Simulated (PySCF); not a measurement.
Cl4H6N2Si (cis-Si(NH3)2Cl4)

Input file:

```
{"job": {"kind": "nmr", "xc": "PBE0", "basis": "pcSseg-1"}, "charge": 0, "multiplicity": 1}
Si    -0.581655     0.003695    -0.594426
N     -0.538752    -0.017750     1.437386
H     -1.531381     0.087981     1.669109
H     -0.037773     0.772993     1.845598
H     -0.222923    -0.915479     1.810129
Cl    -0.417337     0.040664    -2.721813
N      1.449418    -0.006571    -0.510495
H      1.701461    -0.102962    -1.499003
H      1.838413    -0.806509    -0.008998
H      1.823882     0.883682    -0.175809
Cl    -2.712550     0.005135    -0.472504
Cl    -0.369214     2.179070    -0.341654
Cl    -0.370949    -2.176039    -0.415320
```

Command:

```sh
OMP_NUM_THREADS=1 python probes_run.py task.json out
```

Geometry: PBE0-D3(BJ)/def2-SVP.

Level of theory: PBE0/pcSseg-1, SCF density, gas phase, non-relativistic in PySCF.

Q: Predict the electron density and electron localisation function between the atoms.

A: Si–N (2.03 Å): the density is about 0.62 e/Å³ at the midpoint, with its minimum of 0.47 e/Å³ about 0.8 Å from Si; the ELF peaks at about 0.95 between the atoms (a shared but strongly polarised pair).
Si–Cl (2.13 Å): ρ is about 0.82 e/Å³ halfway; the ELF peaks at about 0.90 between the atoms: a polar covalent bond.
N–H (1.02 Å): ρ at the midpoint is about 2.9 e/Å³; the ELF climbs to about 1 towards the hydrogen, as it does in any bond to H: a covalent bond by its length.

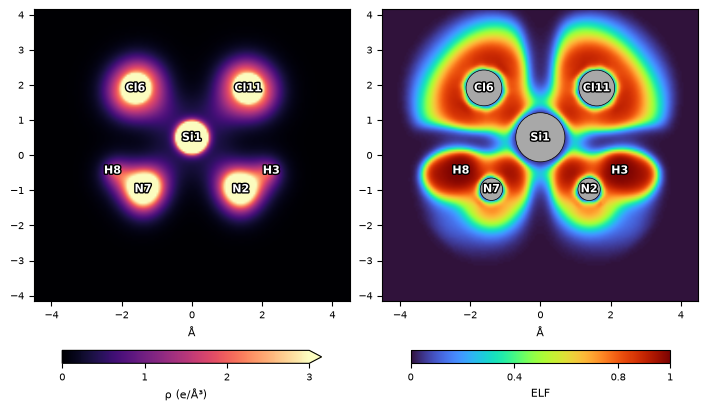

Computed electron density and electron localisation function on the plane of atoms Cl6, Si1 and N7, in this order. Grey discs cover the atomic cores in the ELF map. 
